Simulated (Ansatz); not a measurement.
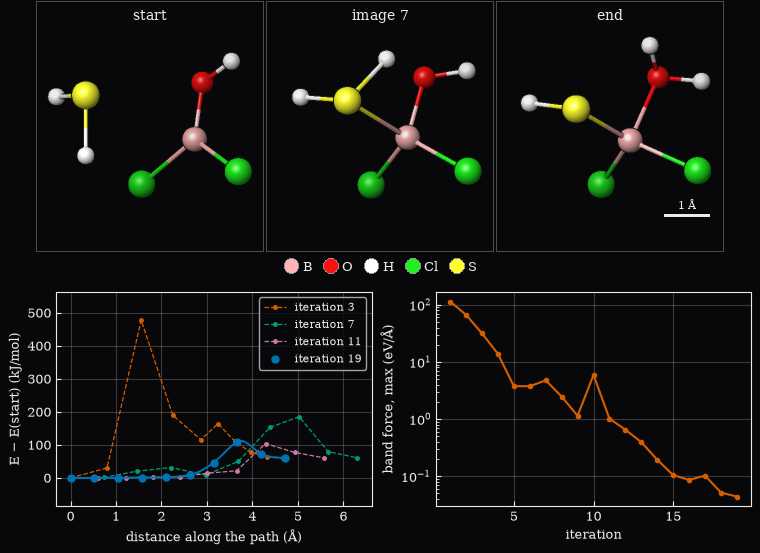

NEB run on BH3SOCl2, made up of BHOCl₂ and H₂S. Images are numbered from 0 (start) to 9 (end). The plot follows the band through its iterations. Style: ball-and-stick. Shown at a tilt.

Theory: Ansatz 0.2.0, RKS B3LYP-D4/cc-pVDZ. Run with 8 movable images; no climbing image; force threshold 0.05 eV/Å; iteration limit 60; starting path through a guess of the saddle point.

Judge this run.

The run is converged, with reservations. The band converged in 19 iterations. The largest component of the band force went from 110 to 0.044 eV/Å. No image climbed, so the highest image needn't lie on the saddle point, and the true maximum along this path can be higher. The first iteration put the highest image at 2175.8 kJ/mol. The highest point, image 7, lies 109.2 kJ/mol above the start and 48.2 kJ/mol above the end; the end is at +61.0 kJ/mol relative to the start.

Limits of the set-up: the start holds two separate molecules, 3.3 Å apart at their closest, whose relative position is a soft coordinate.

The run took 6.3 min on 2 threads of Arm Neoverse V2, with other jobs on the host, peak memory 0.23 GiB.
